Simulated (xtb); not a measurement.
**C2H8GeN2: geometry relaxation (part 5 of 5)**

C2H8GeN2, SMILES C[N](C)[Ge][NH2]; GFN2-xTB (xtb 6.7.1). 

Geometry of the input (Å):
```
C  -0.0660  1.0663  0.5581
N  0.4581  -0.1869  0.0055
C  1.6019  -0.4940  0.6578
Ge -0.3629  -1.4107  -1.0867
N  -1.9834  -0.4961  -1.4154
H  -1.0669  1.2035  0.1307
H  -0.2625  1.0013  1.6516
H  0.5572  1.8539  0.2893
H  1.6089  -0.5979  1.7666
H  2.4931  0.2267  0.2265
H  2.0377  -1.4926  0.1783
H  -2.2884  0.2615  -1.0513
H  -2.6297  -0.9598  -1.9774
```

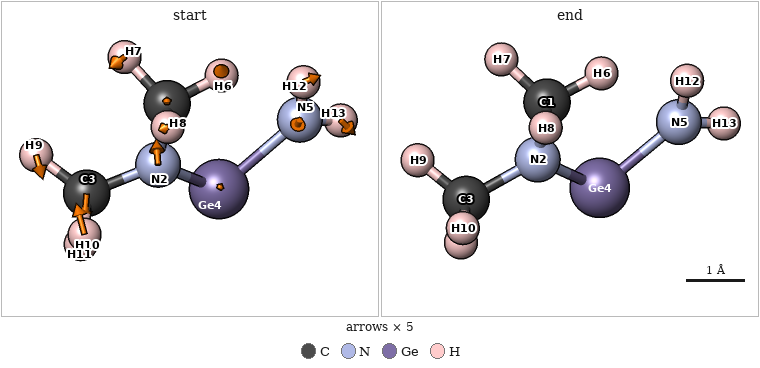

Before (left) and after (right) the relaxation, at one scale (ball-and-stick view, seen at a tilt). The orange arrows give the displacements, magnified 5 times. Over 14 geometry steps the energy falls by 26.1 kcal/mol. The largest move after the best rigid fit is that of H10, 0.12 Å. By element the largest moves are H 0.12 Å, C 0.11 Å, N 0.10 Å, Ge 0.03 Å. Among the contacts that change: C3–H10 1.225 → 1.097 Å, N5–H12 0.894 → 1.008 Å, C3–H11 1.190 → 1.091 Å, N2–C3 1.352 → 1.444 Å. Among the angles that change: H10–C3–H11 94.9° → 108.6°, N2–C3–H9 120.5° → 111.2°, H7–C1–H8 113.8° → 107.8°. (Atoms are counted from 1 in the order of the input.)

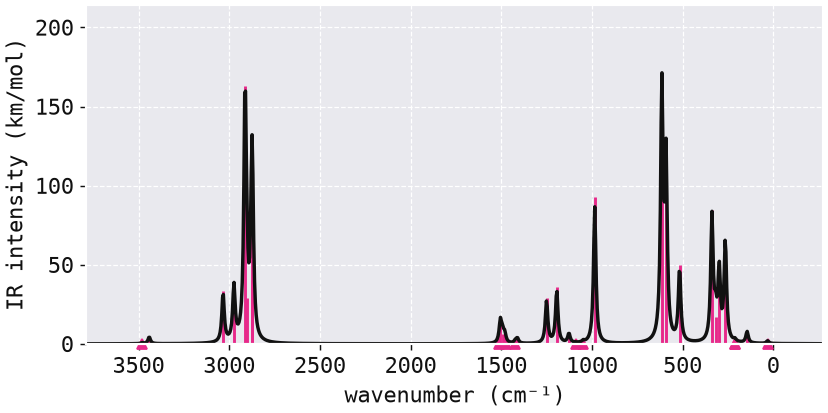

Harmonic infrared spectrum, unscaled: sticks (degenerate modes added up, dark ones marked on the axis) with a Lorentzian envelope of 16 cm⁻¹ full width, scaled to the tallest stick. 33 modes from 31 to 3480 cm⁻¹, none imaginary. The strongest line is at 615 cm⁻¹ (171 km/mol).

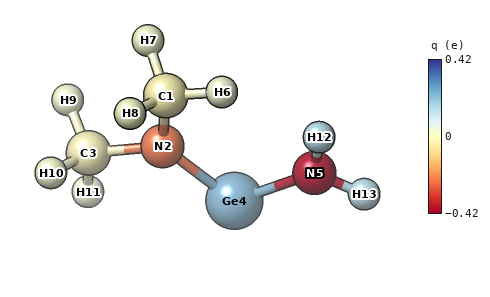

Mulliken charges, as the colour of each atom (ball-and-stick view, seen at a tilt; atoms are numbered from 1 in the order of the input). By element: C −0.02, N −0.40 to −0.24, Ge +0.24 and H +0.02 to +0.15 e.

**Summary**

```csv
quantity,value
outcome,converged
electrons treated,30
total energy,−16.164375 hartree
dispersion energy,−0.008048 hartree
basis functions,34
HOMO,−9.16 eV
LUMO,−5.48 eV
zero-point energy,0.103191 hartree
dipole moment,0.60 D
"wavenumbers, lowest and highest",31 and 3480 cm⁻¹
wall time,0.56 s
peak memory,0.071 GiB
```
